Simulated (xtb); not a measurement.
**Frequency calculation of In$_{2}$N$_{2}$H$_{4}$Br$_{4}$ (part 2 of 2)**

In$_{2}$N$_{2}$H$_{4}$Br$_{4}$; GFN2-xTB (xtb 6.7.1). The geometry was optimised with GFN2-xTB.

Geometry of the input (Å):
```
In -0.3452  -0.8494  -1.3773
Br -1.2527  0.5327  -3.1955
Br 0.1459  -3.2526  -1.2212
N  -1.4086  -0.2558  0.5109
In 0.3437  0.8535  1.3752
Br 1.2510  -0.5164  3.2033
Br -0.1510  3.2547  1.2037
N  1.4102  0.2515  -0.5084
H  -1.7166  -1.0473  1.0771
H  -2.2320  0.3270  0.3557
H  2.2285  -0.3374  -0.3487
H  1.7267  1.0395  -1.0748
```

**The program's output, continued**
```
 ---------------------------------------------------------------------------
     1  49 In   3.112 --     2 Br   1.007     3 Br   1.007     4 N    0.517
                             8 N    0.517
     2  35 Br   1.354 --     1 In   1.007     3 Br   0.159
     3  35 Br   1.352 --     1 In   1.007     2 Br   0.159
     4   7 N    3.360 --    10 H    0.922     9 H    0.922     1 In   0.517
                             5 In   0.517     8 N    0.119
     5  49 In   3.112 --     7 Br   1.007     6 Br   1.006     8 N    0.517
                             4 N    0.517
     6  35 Br   1.351 --     5 In   1.006     7 Br   0.159
     7  35 Br   1.354 --     5 In   1.007     6 Br   0.159
     8   7 N    3.360 --    12 H    0.922    11 H    0.922     5 In   0.517
                             1 In   0.517     4 N    0.119
Refinement of some symmetry elements was terminated before convergence was reached.
Some symmetry elements may remain unidentified.
Molecule has the following symmetry elements: (i) 3*(C2) 3*(sigma)
It seems to be the D2h point group
     9   1 H    0.963 --     4 N    0.922
    10   1 H    0.963 --     4 N    0.922
    11   1 H    0.963 --     8 N    0.922
    12   1 H    0.963 --     8 N    0.922
 ---------------------------------------------------------------------------

Topologies differ in total number of bonds
Writing topology from bond orders to xtbtopo.mol

molecular dipole:
                 x           y           z       tot (Debye)
 q only:        0.001      -0.003       0.001
   full:        0.003      -0.007       0.004       0.022
molecular quadrupole (traceless):
                xx          xy          yy          xz          yz          zz
 q only:       11.136       3.125      -6.269      -6.576      -1.501      -4.867
  q+dip:       26.567       9.559     -17.545     -15.673       0.744      -9.022
   full:       27.212      11.906     -20.570     -16.035       5.121      -6.642

           -------------------------------------------------
          |               Frequency Printout                |
           -------------------------------------------------
 projected vibrational frequencies (cm⁻¹)
eigval :       -0.00    -0.00     0.00     0.00     0.00     0.00
eigval :       14.16    21.44    35.81    41.76    50.56    52.62
eigval :       53.84    93.05   107.31   108.47   203.70   216.53
eigval :      260.20   275.41   276.93   284.54   347.26   365.79
eigval :      388.29   454.80   662.65   677.29   773.25   788.37
eigval :     1444.00  1444.69  3280.03  3282.49  3285.09  3291.37
 reduced masses (amu)
   1: 87.02   2: 83.77   3: 89.23   4: 83.91   5: 86.89   6: 85.64   7: 76.04   8: 79.89
   9: 80.51  10: 90.88  11: 88.29  12:102.78  13: 90.28  14: 13.15  15: 99.57  16: 18.11
  17: 76.77  18: 87.97  19: 18.49  20: 94.42  21: 98.20  22: 31.57  23: 26.87  24: 19.04
  25:  4.27  26: 10.05  27:  1.02  28:  1.80  29:  3.08  30:  3.03  31:  2.08  32:  1.99
  33:  2.09  34:  2.08  35:  1.54  36:  1.54
 IR intensities (km·mol⁻¹)
   1:  0.00   2:  0.00   3:  0.00   4:  0.00   5:  0.00   6:  0.00   7:  1.06   8:  0.00
   9:  0.00  10:  0.00  11: 20.32  12:  0.00  13: 17.85  14:  0.00  15:  0.00  16:  0.24
  17:  0.14  18:  0.00  19:  0.00  20:  3.54  21:  0.00  22:154.18  23: 30.38  24:  0.00
  25:  0.00  26:209.83  27:  0.00  28:  0.00  29:  0.00  30:363.61  31:109.57  32:  0.00
  33:  0.02  34:  3.23  35:  0.03  36: 38.34
 Raman intensities (Ä⁴*amu⁻¹)
   1:  0.00   2:  0.00   3:  0.00   4:  0.00   5:  0.00   6:  0.00   7:  0.00   8:  0.00
   9:  0.00  10:  0.00  11:  0.00  12:  0.00  13:  0.00  14:  0.00  15:  0.00  16:  0.00
  17:  0.00  18:  0.00  19:  0.00  20:  0.00  21:  0.00  22:  0.00  23:  0.00  24:  0.00
  25:  0.00  26:  0.00  27:  0.00  28:  0.00  29:  0.00  30:  0.00  31:  0.00  32:  0.00
  33:  0.00  34:  0.00  35:  0.00  36:  0.00
 output can be read by thermo (or use thermo option).
 writing <g98.out> molden fake output.
 recommended (thermochemical) frequency scaling factor: 1.0
           -------------------------------------------------
          |             Thermodynamic Functions             |
           -------------------------------------------------

d2h symmetry found (for desy threshold:  0.50E-01) used in thermo

          ...................................................
          :                      SETUP                      :
          :.................................................:
          :  # frequencies                          30      :
          :  # imaginary freq.                       0      :
          :  linear?                             false      :
          :  only rotor calc.                    false      :
          :  symmetry                              d2h      :
          :  rotational number                       4      :
          :  scaling factor                  1.0000000      :
          :  rotor cutoff                   50.0000000 cm⁻¹ :
          :  imag. cutoff                  -20.0000000 cm⁻¹ :
          :.................................................:

    mode    ω/cm⁻¹     T·S(HO)/kcal·mol⁻¹    T·S(FR)/kcal·mol⁻¹   T·S(vib)
   ------------------------------------------------------------------------
       1     14.16    -2.18242 (  0.64%)    -1.43015 ( 99.36%)    -1.43496
       2     21.44    -1.93696 (  3.27%)    -1.30739 ( 96.73%)    -1.32796
       3     35.81    -1.63343 ( 20.82%)    -1.15542 ( 79.18%)    -1.25496
       4     41.76    -1.54254 ( 32.74%)    -1.10985 ( 67.26%)    -1.25149
       5     50.56    -1.42976 ( 51.11%)    -1.05323 ( 48.89%)    -1.24567
       6     52.62    -1.40624 ( 55.08%)    -1.04141 ( 44.92%)    -1.24237
       7     53.84    -1.39270 ( 57.34%)    -1.03460 ( 42.66%)    -1.23995
       8     93.05    -1.07182 ( 92.30%)    -0.87253 (  7.70%)    -1.05648
       9    107.31    -0.98895 ( 95.50%)    -0.83029 (  4.50%)    -0.98181
      10    108.47    -0.98271 ( 95.68%)    -0.82710 (  4.32%)    -0.97599
      11    203.70    -0.62595 ( 99.64%)    -0.64044 (  0.36%)    -0.62600
      12    216.53    -0.59269 ( 99.72%)    -0.62233 (  0.28%)    -0.59277
      13    260.20    -0.49506 ( 99.86%)    -0.56792 (  0.14%)    -0.49516
      14    275.41    -0.46570 ( 99.89%)    -0.55108 (  0.11%)    -0.46580
      15    276.93    -0.46289 ( 99.89%)    -0.54945 (  0.11%)    -0.46298
      16    284.54    -0.44909 ( 99.90%)    -0.54143 (  0.10%)    -0.44917
   ------------------------------------------------------------------------

   temp. (K)  partition function   enthalpy   heat capacity  entropy
                                   cal/mol     cal/K/mol   cal/K/mol   J/K/mol
 298.15  VIB  0.154E+09             8049.555     34.630     55.889
         ROT  0.287E+07              888.752      2.981     32.531
         INT  0.441E+15             8938.307     37.611     88.419
         TR   0.136E+29             1481.254      4.968     44.944
         TOT                       10419.5610    42.5795   133.3634   557.9925

       T/K    H(0)-H(T)+PV         H(T)/Eh          T*S/Eh         G(T)/Eh
   ------------------------------------------------------------------------
    298.15    0.166046E-01    0.680495E-01    0.633653E-01    0.468428E-02
   ------------------------------------------------------------------------

         :::::::::::::::::::::::::::::::::::::::::::::::::::::
         ::                  THERMODYNAMIC                  ::
         :::::::::::::::::::::::::::::::::::::::::::::::::::::
         :: total free energy         -26.921502171579 Eh   ::
         ::.................................................::
         :: total energy              -26.926186449082 Eh   ::
         :: zero point energy           0.051444912946 Eh   ::
         :: G(RRHO) w/o ZPVE           -0.046760635442 Eh   ::
         :: G(RRHO) contrib.            0.004684277504 Eh   ::
         :::::::::::::::::::::::::::::::::::::::::::::::::::::

           -------------------------------------------------
          | TOTAL ENERGY              -26.926186449082 Eh   |
          | TOTAL ENTHALPY            -26.858136908806 Eh   |
          | TOTAL FREE ENERGY         -26.921502171579 Eh   |
          | GRADIENT NORM               0.000134903428 Eh/α |
          | HOMO-LUMO GAP               3.143012619495 eV   |
           -------------------------------------------------

------------------------------------------------------------------------
------------------------------------------------------------------------
 total:
 *  cpu-time:     0 d,  0 h,  0 min,  3.096 sec
 * ratio c/w:     0.999 speedup
 SCF:
 *  cpu-time:     0 d,  0 h,  0 min,  0.052 sec
 * ratio c/w:     0.999 speedup
 analytical hessian:
 *  cpu-time:     0 d,  0 h,  0 min,  3.014 sec
 * ratio c/w:     1.000 speedup
```

**File vibspectrum**
```
$vibrational spectrum
#  mode     symmetry     wave number   IR intensity    selection rules
#                         cm**(-1)      (km*mol⁻¹)        IR
     1                      -0.00         0.00000          -
     2                      -0.00         0.00000          -
     3                       0.00         0.00000          -
     4                       0.00         0.00000          -
     5                       0.00         0.00000          -
     6                       0.00         0.00000          -
     7        a             14.16         1.06289         YES
     8        a             21.44         0.00093         NO
     9        a             35.81         0.00014         NO
    10        a             41.76         0.00072         NO
    11        a             50.56        20.31785         YES
    12        a             52.62         0.00347         NO
    13        a             53.84        17.85036         YES
    14        a             93.05         0.00004         NO
    15        a            107.31         0.00005         NO
    16        a            108.47         0.24181         YES
    17        a            203.70         0.13727         YES
    18        a            216.53         0.00001         NO
    19        a            260.20         0.00004         NO
    20        a            275.41         3.53905         YES
    21        a            276.93         0.00465         NO
    22        a            284.54       154.17610         YES
    23        a            347.26        30.37514         YES
    24        a            365.79         0.00200         NO
    25        a            388.29         0.00254         NO
    26        a            454.80       209.82773         YES
    27        a            662.65         0.00028         NO
    28        a            677.29         0.00006         NO
    29        a            773.25         0.00010         NO
    30        a            788.37       363.61491         YES
    31        a           1444.00       109.56592         YES
    32        a           1444.69         0.00420         NO
    33        a           3280.03         0.01574         YES
    34        a           3282.49         3.23269         YES
    35        a           3285.09         0.02865         YES
    36        a           3291.37        38.33699         YES
$end
```

**Standard error**
```
normal termination of xtb
```

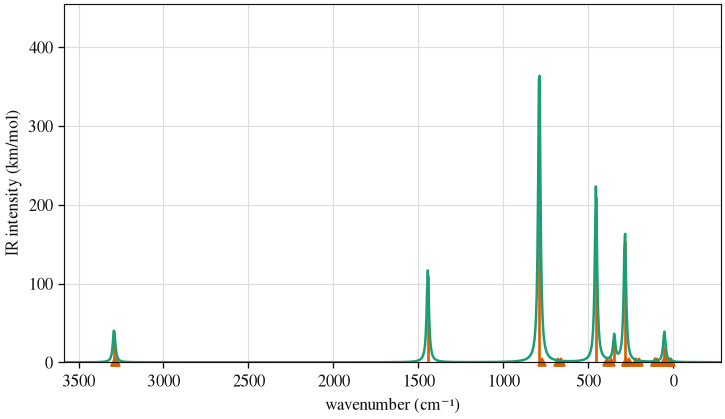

Harmonic infrared spectrum, unscaled: sticks (degenerate modes added up, dark ones marked on the axis) with a Lorentzian envelope of 16 cm⁻¹ full width, scaled to the tallest stick. 30 modes from 14 to 3291 cm⁻¹, none imaginary. The strongest line is at 788 cm⁻¹ (364 km/mol).

**Results in brief**

| quantity | value |
| --- | --- |
| outcome | converged |
| electrons treated | 48 |
| total energy | −26.926186 hartree |
| dispersion energy | −0.016145 hartree |
| basis functions | 72 |
| HOMO | −12.09 eV |
| LUMO | −8.95 eV |
| zero-point energy | 0.051445 hartree |
| dipole moment | 0.02 D |
| wavenumbers, lowest and highest | 14 and 3291 cm⁻¹ |
| hardware | 1 thread of Intel Xeon @ 2.50GHz (Skylake/Cascade Lake), 189 GiB of memory available, shared host |
| wall time | 3.2 s |
| peak memory | 0.072 GiB |

**Notes**

Settings chosen away from the usual ones: method = gfn2-xtb; task = frequencies; x = {"symmetry_threshold": 0.05}; geo = {"prev": "A"}.
